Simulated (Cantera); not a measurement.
Input: 1 mol AlCl₃, 0.33 mol H₂O, 3.7 mol H₂, held at 0.0100 bar.

Equilibrium computed with Cantera from the NASA thermochemical tables; the gas is ideal and each condensed phase is pure. Candidate condensed phases: Al, AlCl₃, Al₂O₃, H₂O; 29 gas species. The tables' values for AlCl₂ are old estimates; treat these amounts as uncertain. Condensed phases not in the tables: AlOCl. Kinetics and transport are ignored.

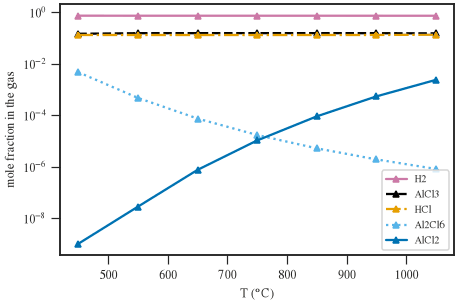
Equilibrium gas composition (values under 1e-9 drawn at 1e-9)

From 450 °C to 1050 °C the condensed part is Al₂O₃(s). The main Al-bearing gas is AlCl₃ throughout.
